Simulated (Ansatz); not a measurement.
# C5H8BClO3: ionisation energy by level of theory

Aim: the vertical ionisation energy of C5H8BClO3, as cation minus neutral at the neutral's geometry, on several levels, and how well −ε(HOMO) stands in for it.

The runs use Ansatz 0.2.0, Gaussian basis; unrestricted cation, the program's frozen cores in correlated methods.

The runs, in order: UKS PBE-D4/def2-TZVPP; UKS r2SCAN-D4/def2-TZVPP; UKS PBE0-D4/def2-TZVPP; UKS B3LYP-D4/def2-TZVPP; UKS wB97X-V/def2-TZVPP; UKS wB97M-V/def2-TZVPP; UKS B2PLYP/def2-TZVPP; UHF-CCSD(T)/def2-TZVPP; UHF-MP2/def2-QZVPP; extrapolation to the limit; then −ε(HOMO) from the neutral's earlier runs with LDA (SPW92), PBE-D4, revPBE-D4, BLYP-D4, r2SCAN-D4, B97M-V, PBE0-D4, B3LYP-D4, r2SCANh-D4, r2SCAN0-D4, HSE06-D4, BHLYP-D4, CAM-B3LYP-D4, LC-ωPBE, ωB97X-V, ωB97M-V.

## Step 1: The relaxed structure

All runs share one geometry, relaxed beforehand with PBE0-D4 in a triple-zeta def2 set.

SMILES `CC1=CC(C)=[O+][B-](O)(Cl)O1`, 18 atoms, charge 0, spin multiplicity 1.

Atoms are counted from 1 here; the program's logs count them from 0.

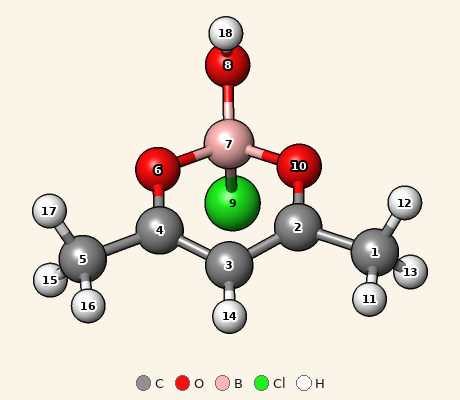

The structure; carbon grey, oxygen red, boron pink, chlorine green, hydrogen white; atoms are numbered from 1 in the order of the file.

## Step 2: Cation, UKS PBE-D4/def2-TZVPP

in.yaml

```yaml
crystal:
  periodic: [false, false, false]
  atoms:
    - {symbol: C, position_ang: [1.492029, -2.091458, -0.763895]}
    - {symbol: C, position_ang: [0.790259, -0.898161, -0.230160]}
    - {symbol: C, position_ang: [-0.267452, -0.290336, -0.892350]}
    - {symbol: C, position_ang: [-0.989001, 0.684449, -0.217211]}
    - {symbol: C, position_ang: [-2.260461, 1.245877, -0.736378]}
    - {symbol: O, position_ang: [-0.609289, 1.137747, 0.918882]}
    - {symbol: B, position_ang: [0.799694, 0.890382, 1.431571]}
    - {symbol: O, position_ang: [0.865314, 0.952831, 2.814167]}
    - {symbol: Cl, position_ang: [1.901898, 2.136017, 0.630801]}
    - {symbol: O, position_ang: [1.205416, -0.476428, 0.905682]}
    - {symbol: H, position_ang: [1.012090, -2.483637, -1.658247]}
    - {symbol: H, position_ang: [1.538427, -2.863872, 0.006454]}
    - {symbol: H, position_ang: [2.522960, -1.809975, -0.997419]}
    - {symbol: H, position_ang: [-0.604893, -0.661895, -1.847316]}
    - {symbol: H, position_ang: [-2.103916, 2.304759, -0.961597]}
    - {symbol: H, position_ang: [-2.600333, 0.731075, -1.632716]}
    - {symbol: H, position_ang: [-3.027086, 1.194173, 0.039375]}
    - {symbol: H, position_ang: [0.296843, 0.309951, 3.241956]}
basis:
  gaussian: {orbitals: def2-TZVPP}
total_charge: 1
magnetization: {spin_polarized: true, initial_magnetization: 1}
hamiltonian: {xc: pbe, dispersion: d4}
```

Command:

```
$ ansatz run in.yaml --threads 4 --pin off --events-out ev --progress --plain --max-ram 66560MiB --backend cuda --devices 0, --max-vram 37GiB
```

After this run come: Cation, UKS r2SCAN-D4/def2-TZVPP; Cation, UKS PBE0-D4/def2-TZVPP; Cation, UKS B3LYP-D4/def2-TZVPP; Cation, UKS wB97X-V/def2-TZVPP; Cation, UKS wB97M-V/def2-TZVPP; Cation, UKS B2PLYP (frozen core)/def2-TZVPP; Cation, UHF-CCSD(T)/def2-TZVPP; Cation, UHF-MP2/def2-QZVPP.

Before running them: what should the planned runs give, taken together? Wanted: ionisation energy, CCSD(T)/CBS; nearest functional by difference; nearest −ε(HOMO); −ε(HOMO) of PBE; T1 of the cation.

**Answer**, as computed:

| quantity | value |
| --- | --- |
| ionisation energy, CCSD(T)/CBS | 9.83 eV |
| nearest functional by difference | ωB97X-V (-0.16 eV) |
| nearest −ε(HOMO) | ωB97M-V (+0.08 eV) |
| −ε(HOMO) of PBE | 6.42 eV |
| T1 of the cation | 0.021 |

Energy differences with functionals land within 0.67 eV of the reference. −ε(HOMO) of PBE misses by 3.4 eV, since self-interaction lifts the level. Among orbital estimates ωB97M-V comes nearest. Hartree-Fock falls 1.16 eV short, as the neutral has more correlation energy than the cation.
